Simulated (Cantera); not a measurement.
A closed system holds: 1 mol SiCl4, 8.2 mol H2, at 75.0 Torr.

Method: chemical equilibrium by Gibbs-energy minimisation in Cantera with the NASA 1993 tables (ideal gas, pure condensed phases). Candidate condensed phases: Si; 19 gas species. The tables' values for SiCl3, SiCl are old estimates; treat these amounts as uncertain. Kinetics and transport are ignored.

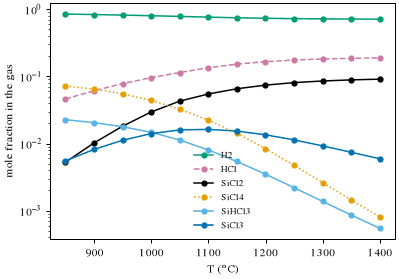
Figure. Equilibrium gas composition (values under 1e-9 drawn at 1e-9)

### Question
Read off the mole fractions at 950 °C.

### Answer
H2 about 0.82, HCl about 0.078, SiCl4 about 0.055, SiCl2 about 0.018, SiHCl3 about 0.018, SiCl3 about 0.011.
